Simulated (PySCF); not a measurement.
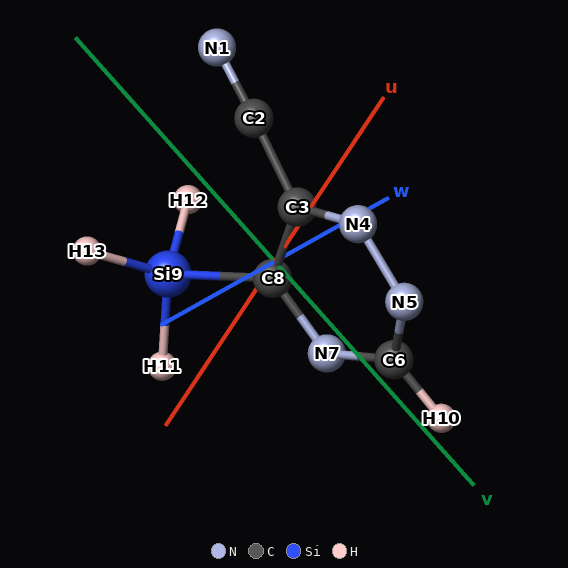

The lines u, v and w are the principal axes of the static dipole polarisability. Computed geometry: GFN2-xTB optimisation. No frequency run is at hand to confirm it as a minimum. Computed with CAM-B3LYP/def2-SVPD (PySCF 2.14.0).

### Along which axis is the molecule most polarisable, and along which least?

Most along v (close to the long direction N1···C6), least along w.

### Give the three principal values.

u 98.6, v 122.9, w 61.1 bohr³; mean 94.2, anisotropy 53.9 bohr³.

The geometry is semi-empirical. Around Si such bond lengths and angles can be off by a tenth of an ångström or more and by several degrees, and values that hang on the shape move with them.
